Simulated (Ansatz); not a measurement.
# C4H6F2O: basis-set convergence

How large a basis does C4H6F2O need? Two functionals are run in growing sets.

Computed with Ansatz 0.2.0, Gaussian basis. Level: one geometry, several basis sets.

Plan: PBE0-D4/def2-SVP; ωB97M-V/def2-SVP; PBE0-D4/def2-QZVPP; ωB97M-V/def2-QZVPP; the functionals' def2-TZVPP values are taken from earlier runs.

**1. The relaxed structure**

All runs share one geometry, relaxed beforehand with PBE0-D4 in a triple-zeta def2 set.

SMILES `FC1(F)CCOC1`, 13 atoms, charge 0, spin multiplicity 1.

Atoms are counted from 1 here; the program's logs count them from 0.

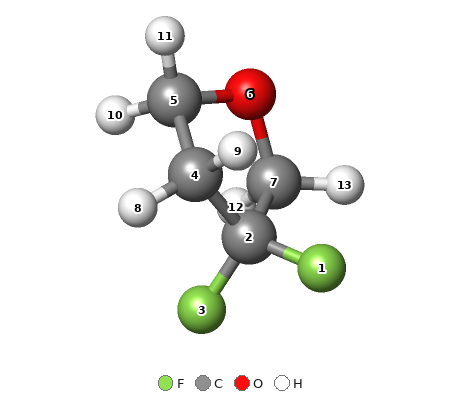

The structure; fluorine green, carbon grey, oxygen red, hydrogen white; atoms are numbered from 1 in the order of the file.

**2. PBE0-D4 in def2-SVP**

The input, in.yaml:

```yaml
crystal:
  periodic: [false, false, false]
  atoms:
    - {symbol: F, position_ang: [-0.226722, -1.126191, 1.885975]}
    - {symbol: C, position_ang: [0.105699, -0.841421, 0.599587]}
    - {symbol: F, position_ang: [0.530240, -2.015743, 0.055095]}
    - {symbol: C, position_ang: [-1.063426, -0.250288, -0.172259]}
    - {symbol: C, position_ang: [-0.401890, 0.897583, -0.920066]}
    - {symbol: O, position_ang: [0.593891, 1.367155, -0.028507]}
    - {symbol: C, position_ang: [1.206533, 0.221935, 0.512479]}
    - {symbol: H, position_ang: [-1.536019, -0.997727, -0.808134]}
    - {symbol: H, position_ang: [-1.791608, 0.130441, 0.544786]}
    - {symbol: H, position_ang: [0.055317, 0.548365, -1.857162]}
    - {symbol: H, position_ang: [-1.073469, 1.725376, -1.144968]}
    - {symbol: H, position_ang: [2.001802, -0.155514, -0.143773]}
    - {symbol: H, position_ang: [1.619851, 0.461428, 1.491848]}
basis:
  gaussian: {orbitals: def2-SVP}
hamiltonian: {xc: pbe0, dispersion: d4}
output: {orbitals: {seedname: orbitals}}
```

Started as:

```sh
> ansatz run in.yaml --threads 4 --pin off --events-out ev --progress --plain --max-ram 11315MiB
```

The program printed:

```text
Functional definition: PBE0
  name "PBE0"
  cite "Adamo & Barone, J. Chem. Phys. 110, 6158 (1999) doi:10.1063/1.478522"
  cite "Perdew, Burke & Ernzerhof, Phys. Rev. Lett. 77, 3865 (1996) doi:10.1103/PhysRevLett.77.3865"
  parent pbe
  parameter a = 0.25
  parameter kappa = 0.804
  parameter beta = 0.06672455060314922
  exchange = (1 - a)*pbe_x(kappa = kappa, mu = beta*pi^2/3) + a*exact_x
  correlation = pbe_c(beta = beta)
1419 factors; their error is unknown
mean field evaluation 1: about -11700.6526 eV, gradient 4.7e1 eV
mean field evaluation 2: about -11700.1946 eV, gradient 5.0e1 eV
mean field evaluation 4: about -11705.2806 eV, gradient 2.5e0 eV
mean field evaluation 8: about -11705.2940 eV, gradient 2.1e-2 eV
mean field evaluation 16: about -11705.2822 eV, gradient 5.9e-5 eV
mean field -11705.28223158 eV, -430.1611878854 hartree, gradient 5.9e-5 eV, S^2 0.000000; 0 other end points of the search recorded, 0 dependent functions left out
reference -11705.28225441 eV, -430.1611887241 hartree; 28, 28 occupied and 100, 100 virtual orbitals, 1419 factors
Total energy: -11705.50313212 eV, -430.1693058303 hartree
```

Wall time 1.6 s (4 threads of Intel Xeon Platinum 8259CL at 2.50GHz, shared host); peak memory 0.32 GiB.

**3. ωB97M-V in def2-SVP**

Changes to in.yaml since step 2:

```diff
@@ -18,3 +18,3 @@
   gaussian: {orbitals: def2-SVP}
-hamiltonian: {xc: pbe0, dispersion: d4}
+hamiltonian: {xc: {name: wB97M-V}}
 output: {orbitals: {seedname: orbitals}}
```

The command is unchanged.

The program printed, shortened:

```text
Functional definition: wB97M-V
  name "wB97M-V"
  cite "Mardirossian & Head-Gordon, J. Chem. Phys. 144, 214110 (2016) doi:10.1063/1.4952647"
  cite "Becke, J. Chem. Phys. 107, 8554 (1997) doi:10.1063/1.475007"
  cite "Vydrov & Van Voorhis, J. Chem. Phys. 133, 244103 (2010) doi:10.1063/1.3521275"
  # Of w^i u^j: cxij and so on, Table III.
[...]
  gx(w, u) = 1 - cx + cx01*u + cx10*w
  gss(w, u) = css00 + css04*u^4 + css10*w + css20*w^2 + css43*w^4*u^3
  gos(w, u) = cos00 + cos10*w + (cos20 + cos21*u)*w^2 + (cos60 + cos61*u)*w^6
[...]
      + integral(e_c_pw_mod_opposite_spin*gos(b97_w_opposite, b97_u_opposite)) + vv10(b, c)
1419 factors; their error is unknown
306 factors; integrals over basis functions are off by at most 4.8e-6 eV
[...]
mean field -11713.50956882 eV, -430.4635369522 hartree, gradient 4.2e-5 eV, S^2 0.000000; 0 other end points of the search recorded, 0 dependent functions left out
reference -11713.50960439 eV, -430.4635382595 hartree; 28, 28 occupied and 100, 100 virtual orbitals, 1419 factors
Total energy: -11713.50960439 eV, -430.4635382595 hartree
```

It took 5.5 s on 4 threads of Intel Xeon Platinum 8259CL at 2.50GHz, shared host; peak memory 0.43 GiB.

**4. PBE0-D4 in def2-QZVPP**

Changes to in.yaml since step 3:

```diff
@@ -17,4 +17,4 @@
 basis:
-  gaussian: {orbitals: def2-SVP}
-hamiltonian: {xc: {name: wB97M-V}}
+  gaussian: {orbitals: "def2-QZVPP.json"}
+hamiltonian: {xc: pbe0, dispersion: d4}
 output: {orbitals: {seedname: orbitals}}
```

Same command.

The program printed:

```text
Functional definition: PBE0
  name "PBE0"
  cite "Adamo & Barone, J. Chem. Phys. 110, 6158 (1999) doi:10.1063/1.478522"
  cite "Perdew, Burke & Ernzerhof, Phys. Rev. Lett. 77, 3865 (1996) doi:10.1103/PhysRevLett.77.3865"
  parent pbe
  parameter a = 0.25
  parameter kappa = 0.804
  parameter beta = 0.06672455060314922
  exchange = (1 - a)*pbe_x(kappa = kappa, mu = beta*pi^2/3) + a*exact_x
  correlation = pbe_c(beta = beta)
1616 factors; their error is unknown
mean field evaluation 1: about -11712.2206 eV, gradient 6.1e1 eV
mean field evaluation 2: about -11709.9964 eV, gradient 6.8e1 eV
mean field evaluation 4: about -11719.5546 eV, gradient 4.3e0 eV
mean field evaluation 8: about -11719.5867 eV, gradient 6.3e-2 eV
mean field evaluation 16: about -11719.5824 eV, gradient 4.2e-4 eV
mean field -11719.58235936 eV, -430.6867078882 hartree, gradient 6.2e-5 eV, S^2 0.000000; 0 other end points of the search recorded, 0 dependent functions left out
reference -11719.58239634 eV, -430.6867092472 hartree; 28, 28 occupied and 551, 551 virtual orbitals, 1616 factors
Total energy: -11719.80327405 eV, -430.6948263533 hartree
```

Run time: 16 s. Hardware: 4 threads of Intel Xeon Platinum 8259CL at 2.50GHz, shared host; peak memory 2.5 GiB.

**5. ωB97M-V in def2-QZVPP**

Changes to in.yaml since step 4:

```diff
@@ -18,3 +18,3 @@
   gaussian: {orbitals: "def2-QZVPP.json"}
-hamiltonian: {xc: pbe0, dispersion: d4}
+hamiltonian: {xc: {name: wB97M-V}}
 output: {orbitals: {seedname: orbitals}}
```

Same command.

The program printed, shortened:

```text
Functional definition: wB97M-V
  name "wB97M-V"
  cite "Mardirossian & Head-Gordon, J. Chem. Phys. 144, 214110 (2016) doi:10.1063/1.4952647"
  cite "Becke, J. Chem. Phys. 107, 8554 (1997) doi:10.1063/1.475007"
  cite "Vydrov & Van Voorhis, J. Chem. Phys. 133, 244103 (2010) doi:10.1063/1.3521275"
  # Of w^i u^j: cxij and so on, Table III.
[...]
  gx(w, u) = 1 - cx + cx01*u + cx10*w
  gss(w, u) = css00 + css04*u^4 + css10*w + css20*w^2 + css43*w^4*u^3
  gos(w, u) = cos00 + cos10*w + (cos20 + cos21*u)*w^2 + (cos60 + cos61*u)*w^6
[...]
      + integral(e_c_pw_mod_opposite_spin*gos(b97_w_opposite, b97_u_opposite)) + vv10(b, c)
1616 factors; their error is unknown
405 factors; integrals over basis functions are off by at most 4.7e-6 eV
[...]
mean field -11728.18921578 eV, -431.0030040278 hartree, gradient 5.4e-5 eV, S^2 0.000000; 0 other end points of the search recorded, 0 dependent functions left out
reference -11728.18927378 eV, -431.0030061591 hartree; 28, 28 occupied and 551, 551 virtual orbitals, 1616 factors
Total energy: -11728.18927378 eV, -431.0030061591 hartree
```

It took 32 s on 4 threads of Intel Xeon Platinum 8259CL at 2.50GHz, shared host; peak memory 3 GiB.

**6. Functionals by basis**

The def2-TZVPP values come from earlier runs at the same geometry.

| functional | basis | functions | energy (eV) | from the largest (eV) | HOMO (eV) | LUMO (eV) |
| --- | --- | --- | --- | --- | --- | --- |
| PBE0-D4 | def2-SVP | 128 | -11705.5031 | 14.300 | -7.74 | 1.79 |
| PBE0-D4 | def2-TZVPP | 301 | -11719.1895 | 0.614 | -7.88 | 1.25 |
| PBE0-D4 | def2-QZVPP | 579 | -11719.8033 | 0.000 | -7.93 | 0.75 |
| ωB97M-V | def2-SVP | 128 | -11713.5096 | 14.680 | -10.16 | 3.48 |
| ωB97M-V | def2-TZVPP | 301 | -11727.6034 | 0.586 | -10.31 | 2.73 |
| ωB97M-V | def2-QZVPP | 579 | -11728.1893 | 0.000 | -10.36 | 1.90 |

**7. Results**

| quantity | value |
| --- | --- |
| PBE0-D4: double and triple zeta above quadruple | 14.30, 0.61 eV |
| ωB97M-V: double and triple zeta above quadruple | 14.68, 0.59 eV |

In words: PBE0-D4 gains 13.69 eV from double to triple zeta, then 0.61 eV more. These are total energies; as a rule much of such shifts cancels in differences, which this series doesn't test. The LUMO of ωB97M-V is positive and keeps falling with the basis (3.48 to 1.90 eV): an unbound level that the basis holds in place.

For PBE0-D4 the largest set took about 10 times as long as the smallest (16 s against 1.6 s).
